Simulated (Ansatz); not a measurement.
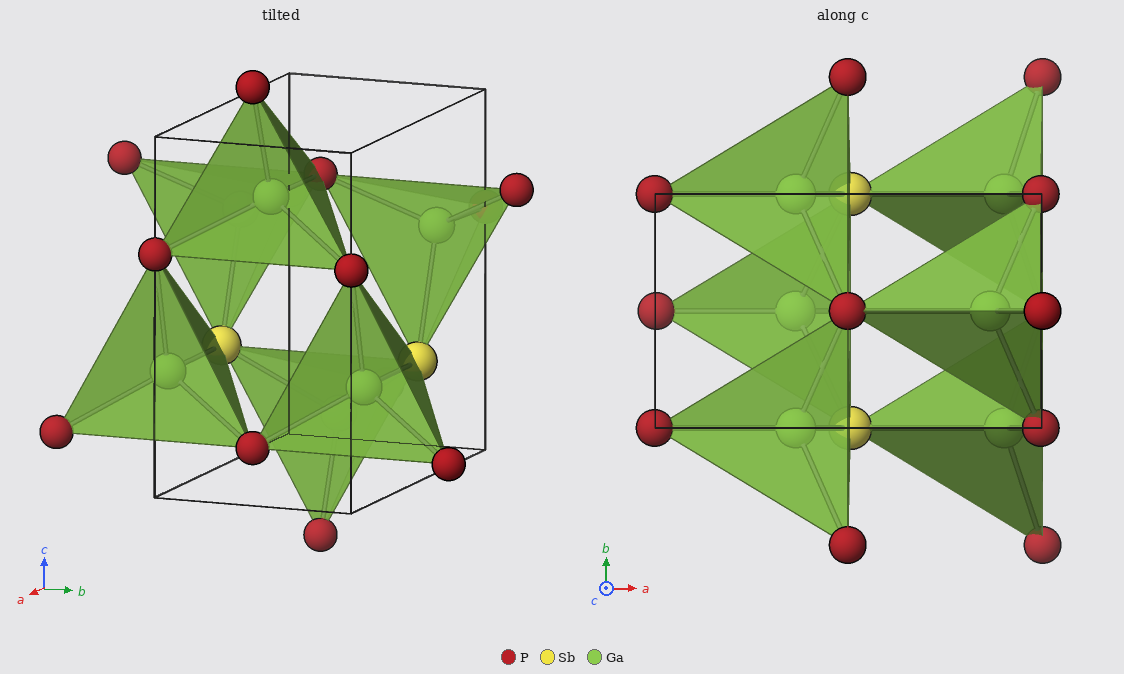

Polyhedral drawing of the structure, looking slightly off an axis and along the c axis. The box is the conventional unit cell; atoms on or close to its faces, edges and corners are drawn wherever they repeat. A few atoms beyond the faces are included.

Ga₄SbP₃, space group Pm (No. 6), a = 6.535 Å, b = 3.960 Å, c = 6.865 Å, α = 90.00°, β = 90.04°, γ = 90.00°. The structure was taken from a structure type filled with these elements by a generator (whether the compound takes this form wasn't checked). Earlier steps of the study, as a rule a relaxation of our own, may have changed the cell and positions, so they can lie some per cent off the listed ones. It went into a calculation with Ansatz.

This one geometry was computed with Ansatz (DFT, plane waves, PAW) at four levels of theory: HSE06, PBE with spin-orbit coupling, r2SCAN and PBE. It was relaxed beforehand with r2SCAN.

### Which level gives the highest pressure at this volume, and what does that say about its equilibrium volume?

Highest: PBE with spin-orbit coupling (2.3 GPa) and PBE (2.3 GPa), which points to the largest equilibrium volume. Lowest, with the smallest volume: HSE06 (0.4 GPa) and r2SCAN (0.0 GPa). Levels within 0.5 GPa of each other can't be told apart.

### How does the band gap change with the level of theory?

PBE with spin-orbit coupling: a gap of 0.06 eV, direct; PBE: a gap of 0.09 eV, direct; r2SCAN: a gap of 0.44 eV, direct; HSE06: a gap of 0.82 eV, direct.

### Collect the results in a table.

| level | cutoff (eV) | k-mesh of the run's cell | gap (eV) | pressure (GPa) |
| --- | --- | --- | --- | --- |
| HSE06 | 420 | 2×4×2 | 0.82 | 0.4 |
| PBE with spin-orbit coupling | 420 | 4×6×4 | 0.06 | 2.3 |
| r2SCAN | 500 | 4×6×4 | 0.44 | 0.0 |
| PBE | 420 | 4×6×4 | 0.09 | 2.3 |

Gaps are taken on the k-mesh or band path of each run.
